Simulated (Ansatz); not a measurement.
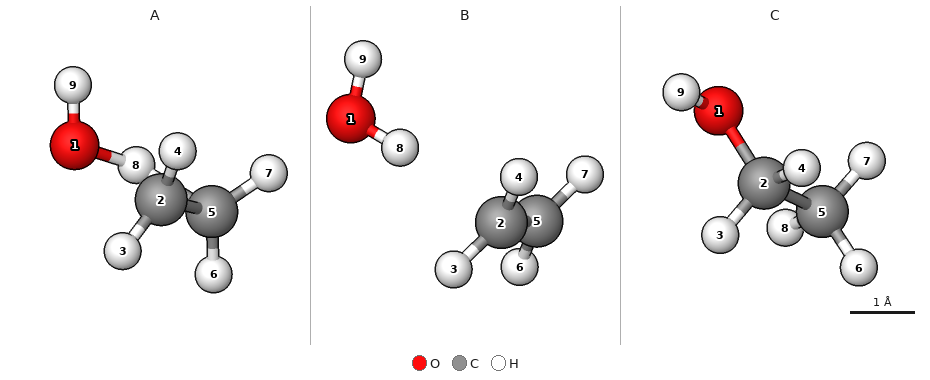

Three geometries of C$_{2}$H$_{6}$O: a saddle point and the two minima that it joins, in shuffled order. Style: ball-and-stick. Shown from a free direction. Sticks join atoms that are closer than about 1.2 times the sum of their covalent radii (a little more with hydrogen).

Stationary points at PBE0-D4/def2-TZVP, single-point energies with CCSD(T)/CBS (def2-TZVPP where no basis is named; Ansatz 0.2.0). The energies are electronic, without zero-point or thermal terms, and both ends are the minima reached downhill from the saddle, with any fragments still in contact. CCSD(T)/CBS stands for a frozen-core estimate: MP2 correlation extrapolated from def2-TZVPP and def2-QZVPP, CCSD(T) minus MP2 from the smaller set.

Which frame is the transition state, what reaction does it lead through, and what barrier is to be expected?

Answer. Frame A is the saddle point. Counted by bonded pieces, C holds C₂H₆O and B holds C₂H₄ + H₂O. From C over the saddle to B, a bond forms: O1–H8 (2.63 → 1.23 → 0.96 Å). Bonds break: O1–C2 (1.41 → 1.83 → 3.39 Å), C5–H8 (1.09 → 1.45 → 2.45 Å). The saddle has one imaginary mode, 1932i cm⁻¹. With CCSD(T)/CBS the barrier is 70.8 kcal/mol from C and 59.4 kcal/mol from B, and B lies 11.4 kcal/mol above C.
